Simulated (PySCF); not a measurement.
## A study: C2H8N, charge +1, SMILES `C[NH2+]C`

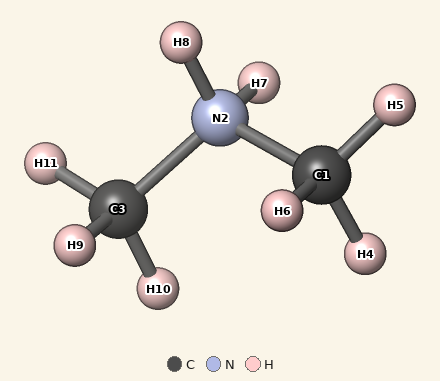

The molecule, with its atoms numbered as below. No frequency check shows the geometry to be a minimum.

Cartesian coordinates (Å):

```
C1      -1.2310   -0.2709   -0.0003
N2      -0.0000    0.5464    0.0000
C3       1.2310   -0.2709    0.0003
H4      -1.2555   -0.9046    0.8842
H5      -2.1126    0.3668    0.0012
H6      -1.2550   -0.9045   -0.8849
H7      -0.0003    1.1552    0.8285
H8       0.0003    1.1552   -0.8285
H9       1.2555   -0.9045   -0.8842
H10      1.2550   -0.9046    0.8848
H11      2.1126    0.3668   -0.0012
```

### 1. Bonding charge

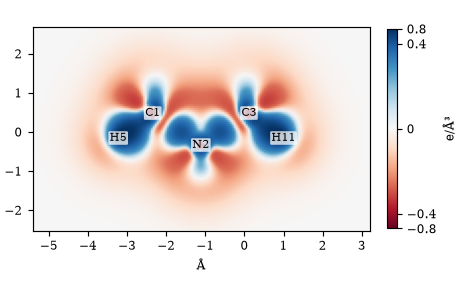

Deformation density (molecule less spherical, spin-averaged free atoms) in the plane of C1, N2, C3, H5 and H11; colour scale in e/Å³, logarithmic beyond ±0.1; blue: gain, red: loss.

PySCF calculation, PBE0/6-311+G**, gas phase; geometry: GFN2-xTB.

> How much density has each bond in this plane gained at its critical point, relative to the free atoms?

C1–H5 and C3–H11: +0.76 e/Å³ at the bond critical point (bond length 1.09 Å). C1–N2 and N2–C3: +0.10 e/Å³ at the bond critical point (bond length 1.48 Å); up to 0.6 Å beside the axis the gain reaches +0.44 e/Å³. In all, 2.1 electrons gather in the regions of gain relative to the promolecule of neutral atoms (the regions of loss give up this much and the cation's charge besides). A small or negative value marks a very polar bond, one between electron-rich atoms, whose free-atom densities already overlap strongly, a long bond to a heavier atom, or a closed-shell contact such as a hydrogen bond.

> Where do the Hirshfeld charges lie?

The highest Hirshfeld charge is on H7 and H8 (+0.21 e), the lowest on C1 and C3 (−0.01 e).

### 2. Bond critical points

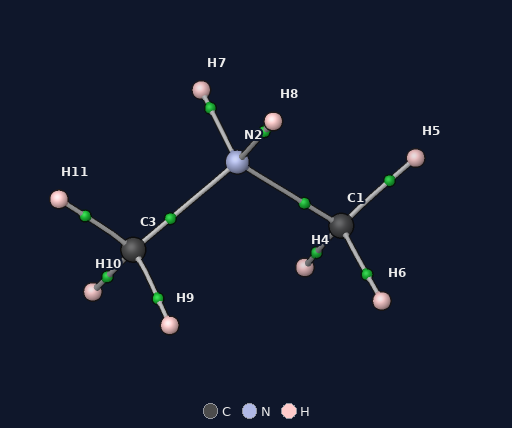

Molecular graph of the electron density (QTAIM): bond paths, bond critical points (green), ring points (magenta, if any); weak paths are dashed.

> How many critical points of each kind are there, and does the count close?

11 nuclei, 10 bond, 0 ring and 0 cage critical points: 11 − 10 + 0 − 0 = 1, as the Poincaré–Hopf relation requires.

> What does the calculation give at each kind of bond critical point?

```csv
bond,length (Å),ρ (a.u.),∇²ρ (a.u.),ε,H (a.u.)
N2–H8 (2 alike),1.028,0.334,−1.73,0.00,−0.474
C1–H5 (2 alike),1.088,0.284,−0.99,0.04,−0.283
C1–H6 (4 alike),1.088,0.283,−0.99,0.04,−0.282
C1–N2 (2 alike),1.478,0.242,−0.52,0.01,−0.304
```

> What kind of interaction is C1–H5?

Shared-shell (covalent): ρ = 0.284, ∇²ρ = −0.99, H = −0.283 a.u.

### 3. Local ionisation energy

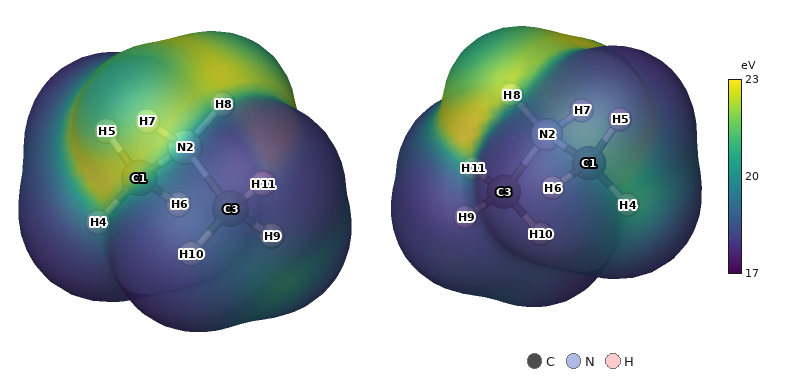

Average local ionisation energy on the surface of electron density 0.001 a.u. (back view left, front view right).

> Locate the minima of the map.

The lowest value is 17.9 eV, 1.3 Å from H4, and at like points elsewhere. Further minima include 17.9 eV, 1.3 Å from H5, and at like points elsewhere. For comparison, the highest occupied orbital lies at −16.6 eV.

### 4. Excited states

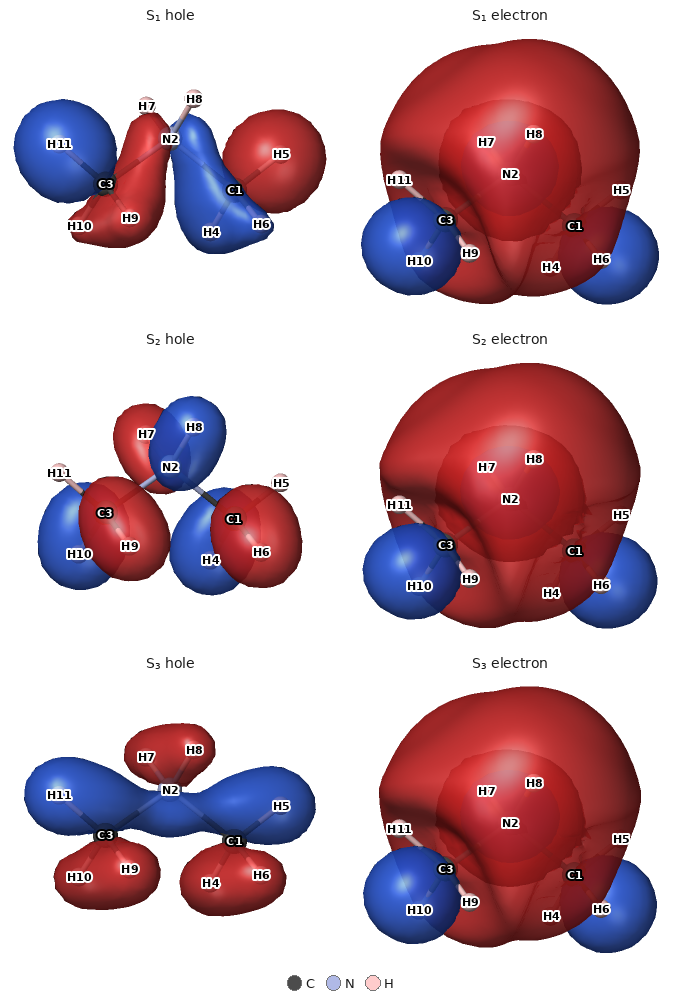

Leading natural transition orbitals (full linear response singlet states).

Computed with PySCF, LC-wPBE/6-31G*, geometry: GFN2-xTB. Without diffuse functions Rydberg states are missing, so the states' numbers hold for this basis only.

> Describe these excited states.

By state:
- S₁: 11.91 eV (104 nm), f = 0.007, σ → σ*; the leading pair carries 96 %; hole on C1 and C3 (25 % each), H5 and H11 (15 % each) and N2 (8 %), electron on N2 (20 %), H7 and H8 (17 % each) and C1 and C3 (12 % each); their centroids lie 0.6 Å apart.
- S₂: 12.02 eV (103 nm), f = 0.005; the leading pair carries 96 %; hole on C1 and C3 (19 % each), N2 (14 %) and H4, H6, H9 and H10 (9 % each), electron on N2 (20 %), H7 and H8 (18 % each) and C1 and C3 (11 % each); their centroids lie 0.9 Å apart.
- S₃: 12.29 eV (101 nm), f = 0.000 (very weak), σ → σ*; the leading pair carries 95 %; hole on C1 and C3 (22 % each), N2 (14 %) and H5 and H11 (8 % each), electron on N2 (20 %), H7 and H8 (18 % each) and C1 and C3 (11 % each); their centroids lie 0.7 Å apart.

### 5. Removing or adding an electron

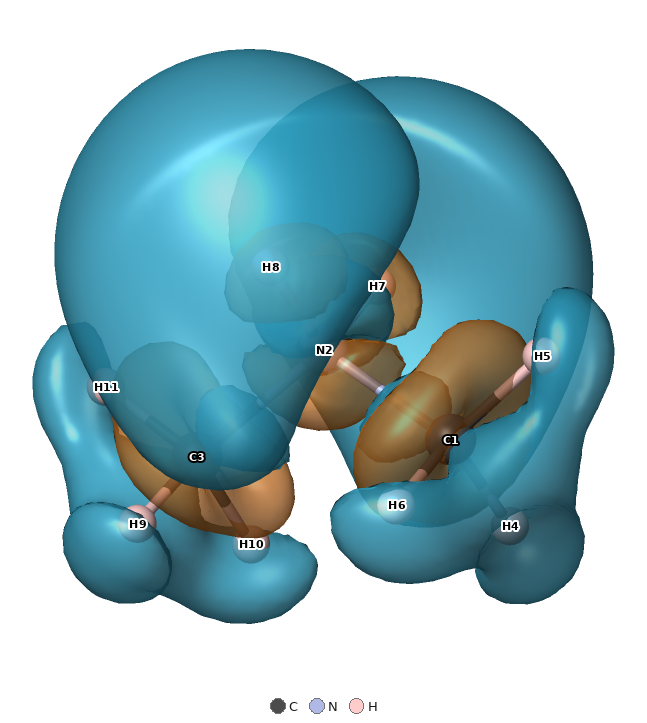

Fukui function f⁺ = ρ(N+1) − ρ(N) at fixed geometry, surfaces at ±0.01 e/Å³ (light blue positive, orange negative).

Computed with PySCF, TPSS/def2-SVPD, geometry: GFN2-xTB.

> Which atoms respond most to the addition of an electron?

f⁺ (Hirshfeld-condensed) is largest on H7 and H8 (0.23 each); the vertical electron affinity is 3.30 eV (the stability of the neutral species's solution wasn't checked). Condensed values hint at sites of nucleophilic attack but needn't mark the atom that reacts. Orbital relaxation makes it negative in places (0.11 e in all).

```tsv
atom	f⁺	charge
C1	+0.06	+0.01
N2	+0.05	+0.08
C3	+0.06	+0.01
H4	+0.06	+0.08
H5	+0.07	+0.08
H6	+0.06	+0.08
H7	+0.23	+0.20
H8	+0.23	+0.20
H9	+0.06	+0.08
H10	+0.06	+0.08
H11	+0.07	+0.08
```

### 6. Localised orbitals

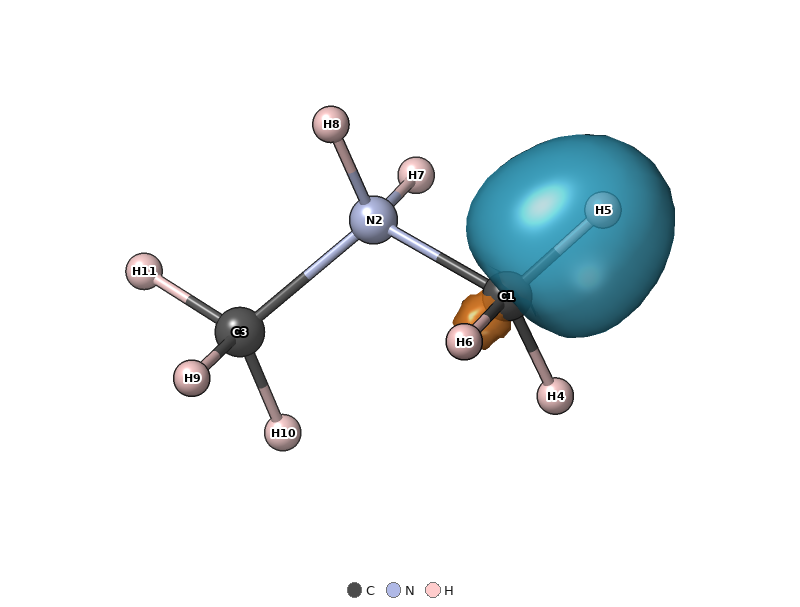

Foster–Boys orbitals, occupied; each surface holds about 70 % of the orbital's density. Energies are diagonal elements of the Fock matrix.

Method: PBE0/def2-SVPD; geometry: GFN2-xTB; program: PySCF.

> What does this orbital represent?

σ bond C1–H5 (C1 58 %, H5 42 %; −19.5 eV).

The PySCF runs shown took 8.5 s, 120 s, 5.8 min and 9.5 s on 1 thread of Arm Neoverse V2, on a shared host.
